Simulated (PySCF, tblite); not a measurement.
# Pb15S15: electronic excitations

Aim: compute the electronic excitations of Pb15S15.

Computed with tblite 0.8.0 and PySCF 2.14.0 and routines of our own; the level stands in each step. Atoms count from 0.

## 1. The system as given

30 atoms, charge 0, multiplicity 1; geometry from: force field, distance geometry or constructed start.

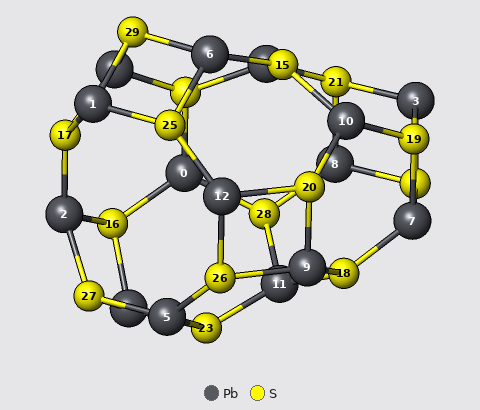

The starting geometry (lead dark grey, sulfur yellow); sticks join atoms by distance alone.

## 2. Relaxing the molecule with GFN2-xTB

What the job is given:

```
{"job": {"kind": "relax", "xc": "GFN2-xTB", "basis": "xTB"}, "charge": 0, "multiplicity": 1}
Pb    -1.210200    -2.203000    -2.895600
Pb    -5.338200     1.365200     2.197200
Pb    -4.339300    -3.461300     0.666100
Pb     4.254000     3.337700    -3.468100
Pb    -4.834000     0.735200    -1.684800
Pb    -0.241900    -3.676500     3.559800
Pb    -2.669300     4.078800     0.955100
Pb     5.637900     0.952600    -0.567900
Pb     3.025800    -0.369700    -4.303400
Pb     2.973800    -0.070700     3.340300
Pb     2.144800     3.942300     0.860100
Pb     2.830700    -2.953400    -0.286300
Pb    -0.580100     1.461000     4.322500
Pb    -0.530900     2.536300    -2.963400
Pb    -1.090400    -5.748000     0.256900
S     -0.321900     4.050600    -0.542500
S     -2.614100    -4.202800    -1.523600
S     -5.480300    -0.940700     0.571400
S      4.326900    -0.929600     1.045600
S      4.471400     3.571500    -0.659900
S      1.844000     2.530600     3.262000
S      1.840600     2.240500    -4.416900
S     -2.373600     0.379000    -2.976600
S      1.267000    -4.654800     1.285500
S      5.459200     0.705900    -3.372700
S     -2.986800     2.447700     3.336400
S      0.572700    -1.155200     4.412000
S     -2.622800    -4.760000     2.489900
S      1.624500    -2.250800    -2.778900
S     -5.050500     3.059200    -0.110500
```

Command:

```sh
$ OMP_NUM_THREADS=8 python large_run.py task.json out
```

This one command runs all jobs of the session in turn.

The log of the run:

```text
step      E/eV     max force
  0   -2305.51610    1.586
  1   -2305.92306    1.492
  2   -2308.58043    0.853
  3   -2309.18783    1.800
  4   -2309.50284    1.132
  5   -2310.26299    0.580
  6   -2311.00303    0.847
  7   -2311.18971    0.976
  8   -2311.31542    0.826
  9   -2311.43416    0.436
 10   -2311.50243    0.402
 11   -2311.55489    0.388
 12   -2311.57684    0.273
 13   -2311.59357    0.234
 14   -2311.62067    0.220
 15   -2311.64864    0.271
 16   -2311.66761    0.256
 17   -2311.67953    0.228
 18   -2311.69210    0.209
 19   -2311.70598    0.155
 20   -2311.71765    0.199
 21   -2311.72530    0.184
 22   -2311.73157    0.160
 23   -2311.73901    0.159
 24   -2311.74693    0.127
 25   -2311.75377    0.138
 26   -2311.75998    0.148
 27   -2311.76755    0.152
 28   -2311.77764    0.148
 29   -2311.78737    0.129
 30   -2311.79346    0.117
 31   -2311.79752    0.125
 32   -2311.80199    0.136
 33   -2311.80717    0.146
 34   -2311.81198    0.154
 35   -2311.81599    0.161
 36   -2311.82050    0.167
 37   -2311.82728    0.170
 38   -2311.83629    0.160
 39   -2311.84547    0.182
 40   -2311.85384    0.194
 41   -2311.86079    0.193
 42   -2311.87028    0.195
 43   -2311.88181    0.193
 44   -2311.89288    0.241
 45   -2311.90350    0.259
 46   -2311.91679    0.288
 47   -2311.92937    0.255
 48   -2311.95145    0.238
 49   -2311.96914    0.228
 50   -2311.98336    0.182
 51   -2311.99127    0.147
 52   -2312.00612    0.133
 53   -2312.01357    0.128
 54   -2312.01882    0.134
 55   -2312.02442    0.138
 56   -2312.03413    0.172
 57   -2312.04544    0.185
 58   -2312.05452    0.160
 59   -2312.06061    0.138
 60   -2312.06676    0.141
 61   -2312.07352    0.119
 62   -2312.07859    0.100
 63   -2312.08128    0.112
 64   -2312.08266    0.095
 65   -2312.08419    0.065
 66   -2312.08606    0.066
 67   -2312.08763    0.069
 68   -2312.08878    0.062
 69   -2312.08993    0.066
 70   -2312.09142    0.060
 71   -2312.09294    0.048
 72   -2312.09397    0.045
 73   -2312.09461    0.042
 74   -2312.09530    0.043
 75   -2312.09627    0.042
 76   -2312.09730    0.041
 77   -2312.09806    0.042
 78   -2312.09863    0.049
 79   -2312.09932    0.051
 80   -2312.10026    0.048
 81   -2312.10120    0.041
 82   -2312.10185    0.039
 83   -2312.10232    0.039
 84   -2312.10291    0.044
 85   -2312.10373    0.047
 86   -2312.10459    0.048
 87   -2312.10530    0.051
 88   -2312.10594    0.048
 89   -2312.10675    0.047
 90   -2312.10780    0.053
 91   -2312.10888    0.061
 92   -2312.10982    0.060
 93   -2312.11077    0.063
 94   -2312.11206    0.065
 95   -2312.11371    0.065
 96   -2312.11529    0.078
 97   -2312.11667    0.082
 98   -2312.11832    0.079
 99   -2312.12070    0.081
100   -2312.12418    0.096
101   -2312.12830    0.128
102   -2312.13241    0.150
103   -2312.13640    0.152
104   -2312.13886    0.180
105   -2312.14715    0.128
106   -2312.15610    0.091
107   -2312.16230    0.092
108   -2312.16625    0.105
109   -2312.16963    0.102
110   -2312.17362    0.101
111   -2312.18004    0.088
112   -2312.18280    0.086
113   -2312.18572    0.090
114   -2312.18884    0.096
115   -2312.19260    0.086
116   -2312.19535    0.092
117   -2312.19709    0.089
118   -2312.19871    0.066
119   -2312.20096    0.064
120   -2312.20344    0.069
121   -2312.20529    0.068
122   -2312.20655    0.067
123   -2312.20786    0.065
124   -2312.20968    0.063
125   -2312.21162    0.054
126   -2312.21276    0.060
127   -2312.21348    0.054
128   -2312.21429    0.054
129   -2312.21522    0.044
130   -2312.21592    0.047
131   -2312.21632    0.049
132   -2312.21669    0.040
133   -2312.21722    0.029
134   -2312.21782    0.030
135   -2312.21826    0.039
136   -2312.21851    0.042
137   -2312.21871    0.036
138   -2312.21892    0.023
139   -2312.21908    0.017
```

It took 13 s on 8 threads of AMD EPYC 9R45, shared host; peak memory 0.16 GiB.

Along the way:

| step | energy from step 0 (eV) | largest force (eV/Å) |
| --- | --- | --- |
| 0 | 0.0000 | 1.5859 |
| 1 | -0.4070 | 1.4918 |
| 2 | -3.0643 | 0.8525 |
| 3 | -3.6717 | 1.8001 |
| 4 | -3.9867 | 1.1328 |
| 5 | -4.7469 | 0.5798 |
| 6 | -5.4869 | 0.8474 |
| 7 | -5.6736 | 0.9756 |
| 8 | -5.7993 | 0.8259 |
| 19 | -6.1899 | 0.1552 |
| 31 | -6.2814 | 0.1249 |
| 42 | -6.3542 | 0.1953 |
| 54 | -6.5027 | 0.1341 |
| 65 | -6.5681 | 0.0652 |
| 77 | -6.5820 | 0.0416 |
| 88 | -6.5898 | 0.0481 |
| 100 | -6.6081 | 0.0958 |
| 111 | -6.6639 | 0.0876 |
| 123 | -6.6918 | 0.0656 |
| 135 | -6.7022 | 0.0395 |
| 136 | -6.7024 | 0.0420 |
| 137 | -6.7026 | 0.0361 |
| 138 | -6.7028 | 0.0224 |
| 139 | -6.7030 | 0.0169 |

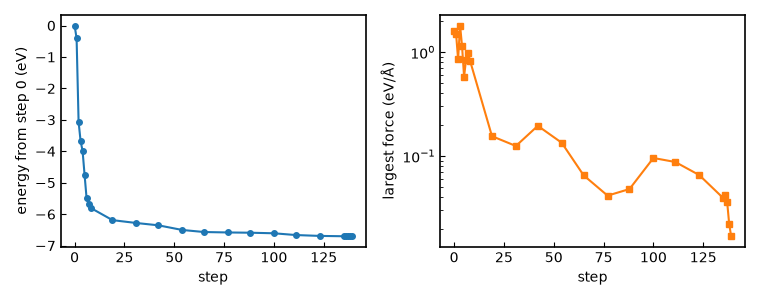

Energy and largest force along the relaxation.

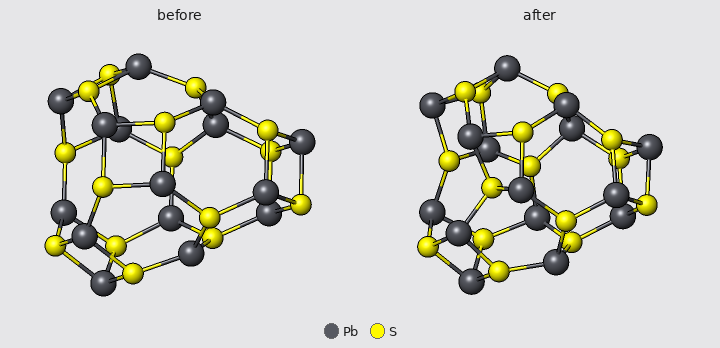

The geometry before (left) and after (right).

Distances of close pairs at the start and the end, largest changes first:

| bond | before (Å) | after (Å) | change (Å) |
| --- | --- | --- | --- |
| Pb6–S25 | 2.904 | 2.630 | -0.274 |
| Pb4–S17 | 2.884 | 2.620 | -0.264 |
| Pb5–S23 | 2.899 | 2.637 | -0.262 |
| Pb11–S28 | 2.857 | 2.600 | -0.257 |
| Pb13–S15 | 2.863 | 2.613 | -0.250 |
| Pb7–S19 | 2.868 | 2.633 | -0.236 |
| Pb0–S28 | 2.838 | 2.608 | -0.230 |
| Pb12–S20 | 2.854 | 2.625 | -0.229 |

The next job starts from the end point, and lists it.

## 3. Electronic excitations: TDA PBE0/def2-SVP

What the job is given:

```
{"job": {"kind": "uv", "basis": "def2-SVP", "grid": 1, "kgrid": 0, "vcut": 1.5, "nstates": 6, "ntriplets": 2, "tda": true, "delta": [], "pop": true, "xc": "PBE0"}, "charge": 0, "multiplicity": 1}
Pb    -1.012170    -1.914373    -2.748252
Pb    -4.922633     1.518580     2.126206
Pb    -4.035564    -3.149538     0.772475
Pb     3.748240     3.077770    -3.031767
Pb    -3.804660     0.242825    -1.182248
Pb    -0.155936    -3.223048     3.100280
Pb    -2.657760     4.254773     0.660823
Pb     5.120630     0.829114    -0.294052
Pb     2.693775    -0.443041    -4.047661
Pb     2.369195    -0.288990     2.895470
Pb     1.685510     3.856581     1.003571
Pb     2.853735    -3.126621    -0.470941
Pb    -0.880955     1.122149     3.643406
Pb    -0.740542     2.475676    -2.729822
Pb    -1.030636    -5.417010     0.135586
S     -0.389940     3.953657    -0.603671
S     -2.344209    -3.598802    -1.232261
S     -3.623392    -0.617872     1.285668
S      3.744319    -1.037701     0.836694
S      3.707366     3.047225    -0.416206
S      1.436017     2.177451     3.004433
S      1.543133     1.930057    -3.849355
S     -1.200004     0.297205    -1.357681
S      1.160389    -4.354544     1.114957
S      4.811758     0.619538    -2.903424
S     -2.730795     2.787492     2.842178
S     -0.065861    -0.844542     2.028019
S     -2.336427    -4.475000     2.272926
S      1.562405    -2.288381    -2.566560
S     -4.515899     2.606606    -0.279187
```

With the program's defaults for keys left out, this is: TDA PBE0/def2-SVP, vertical, gas phase, core orbitals frozen in the response, virtual orbitals cut by energy.

The log of the run:

```text
start: PBE on a coarse grid of 207798 points
cycle   1  E = -8819.3219941866  dE = -3.292e+02  |g| = 1.092e+01  |ddm| = 5.465e+01
cycle   2  E = -8000.1979421966  dE =  8.191e+02  |g| = 3.492e+01  |ddm| = 9.453e+01
cycle   3  E = -8747.1090464987  dE = -7.469e+02  |g| = 1.491e+01  |ddm| = 9.058e+01
cycle   4  E = -7860.9114548642  dE =  8.862e+02  |g| = 3.991e+01  |ddm| = 1.003e+02
cycle   5  E = -8728.4003987152  dE = -8.675e+02  |g| = 1.526e+01  |ddm| = 8.528e+01
cycle   6  E = -8823.3145040008  dE = -9.491e+01  |g| = 7.830e+00  |ddm| = 3.014e+01
cycle   7  E = -8406.5270660492  dE =  4.168e+02  |g| = 2.425e+01  |ddm| = 3.557e+01
cycle   8  E = -8772.9694707524  dE = -3.664e+02  |g| = 1.196e+01  |ddm| = 2.812e+01
cycle   9  E = -8842.3846508101  dE = -6.942e+01  |g| = 5.614e+00  |ddm| = 1.229e+01
cycle  10  E = -8820.3711082431  dE =  2.201e+01  |g| = 8.558e+00  |ddm| = 1.517e+01
cycle  11  E = -8835.3998871247  dE = -1.503e+01  |g| = 7.106e+00  |ddm| = 1.513e+01
cycle  12  E = -8819.1234639924  dE =  1.628e+01  |g| = 8.358e+00  |ddm| = 1.538e+01
cycle  13  E = -8862.4598535167  dE = -4.334e+01  |g| = 1.597e+00  |ddm| = 1.168e+01
cycle  14  E = -8856.2046824869  dE =  6.255e+00  |g| = 3.974e+00  |ddm| = 7.929e+00
cycle  15  E = -8863.2684861174  dE = -7.064e+00  |g| = 7.463e-01  |ddm| = 6.431e+00
cycle  16  E = -8863.2795612943  dE = -1.108e-02  |g| = 7.420e-01  |ddm| = 2.470e+00
cycle  17  E = -8863.4835817348  dE = -2.040e-01  |g| = 2.038e-01  |ddm| = 1.293e+00
cycle  18  E = -8863.4953429306  dE = -1.176e-02  |g| = 1.096e-01  |ddm| = 4.448e-01
cycle  19  E = -8863.4996441549  dE = -4.301e-03  |g| = 4.085e-02  |ddm| = 2.338e-01
cycle  20  E = -8863.5001369307  dE = -4.928e-04  |g| = 2.050e-02  |ddm| = 8.416e-02
cycle  21  E = -8863.5002738004  dE = -1.369e-04  |g| = 8.610e-03  |ddm| = 4.060e-02
final grid: 207798 points
cycle  22  E = -8863.4861346240  dE = -2.836e-02  |g| = 5.797e-02  |ddm| = 7.707e-01
cycle  23  E = -8863.4856314312  dE =  5.032e-04  |g| = 6.522e-02  |ddm| = 1.865e-01
cycle  24  E = -8863.4870590331  dE = -1.428e-03  |g| = 1.737e-02  |ddm| = 1.234e-01
cycle  25  E = -8863.4871511503  dE = -9.212e-05  |g| = 7.192e-03  |ddm| = 3.479e-02
cycle  26  E = -8863.4871701323  dE = -1.898e-05  |g| = 2.249e-03  |ddm| = 1.347e-02
cycle  27  E = -8863.4871648495  dE =  5.283e-06  |g| = 8.553e-04  |ddm| = 4.380e-03
cycle  28  E = -8863.4871704807  dE = -5.631e-06  |g| = 3.086e-04  |ddm| = 1.678e-03
cycle  29  E = -8863.4871658785  dE =  4.602e-06  |g| = 9.684e-05  |ddm| = 5.722e-04
converged SCF energy = -8863.4871658785

Static polarisability (au): isotropic 913.755, principal 767.367 941.979 1031.921

Singlet excitations
state   eV       nm        f      main configurations
  1   2.7378    452.9   0.00350   H->L 0.48, H-1->L 0.45
  2   2.8501    435.0   0.00998   H-1->L 0.32, H->L 0.26, H->L+2 0.16
  3   2.8648    432.8   0.01430   H->L+1 0.59, H-1->L 0.10
  4   2.9135    425.6   0.00319   H-1->L+1 0.66, H->L+2 0.13
  5   2.9710    417.3   0.00239   H-2->L 0.71, H->L 0.08
  6   2.9873    415.0   0.00643   H->L+2 0.45, H->L+1 0.20, H-1->L+1 0.15

Triplet excitations (Tamm-Dancoff, eV): 2.5905 2.6492
```

It took 2 min on 8 threads of AMD EPYC 9R45, shared host; peak memory 8 GiB.

The orbitals next to the gap, with their largest atomic shares:

| orbital | eV | atoms |
| --- | --- | --- |
| HOMO−4 | -5.96 | Pb8 10 %, S24 9 %, S28 9 % |
| HOMO−3 | -5.96 | Pb10 12 %, S20 9 %, Pb0 9 % |
| HOMO−2 | -5.82 | S25 12 %, S26 12 %, Pb6 9 % |
| HOMO−1 | -5.63 | S22 18 %, S15 8 %, Pb0 8 % |
| HOMO | -5.59 | S26 21 %, S22 10 %, S17 9 % |
| LUMO | -2.10 | Pb1 15 %, Pb6 15 %, Pb4 13 % |
| LUMO+1 | -2.02 | Pb11 13 %, Pb0 12 %, Pb8 12 % |
| LUMO+2 | -1.91 | Pb2 14 %, Pb14 14 %, Pb5 11 % |
| LUMO+3 | -1.73 | Pb12 25 %, Pb5 12 %, Pb10 12 % |

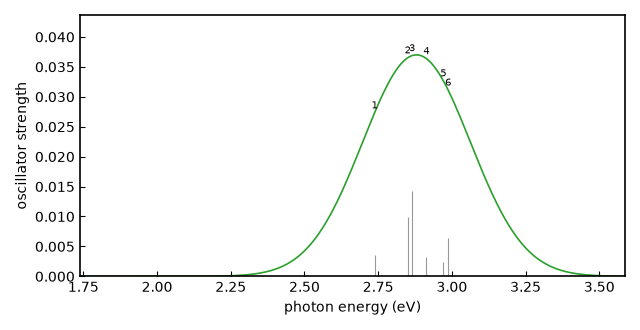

Absorption spectrum from the 6 singlet states computed; above the last one it falls off for lack of states. Lines are broadened to a width of 0.40 eV (Gaussian).

Further results of this job:

| property | computed |
| --- | --- |
| dipole moment (D) | 1.75 |
| polarisability (Å³) | 135.40 |
| HOMO–LUMO gap (eV) | 3.49 |
| −ε(HOMO) (eV) | 5.59 |

## 4. Outcome

| quantity | value |
| --- | --- |
| lowest singlet (PBE0/def2-SVP) | 2.74 eV (453 nm), f = 0.004 |
| brightest single state of those computed | state 3, 2.86 eV, f = 0.014 |
| lowest triplet | 2.59 eV |

What this shows: The lowest singlet, at 2.74 eV, is HOMO→LUMO 0.48, HOMO−1→LUMO 0.45 and is weak; of the 6 states computed, the strongest absorption comes from states 2 to 3 together at 2.86 eV. State 3 absorbs in the visible (433 nm). The lowest triplet lies 0.15 eV below the lowest singlet. Spin-orbit coupling, left out, mixes singlets and triplets in elements this heavy.
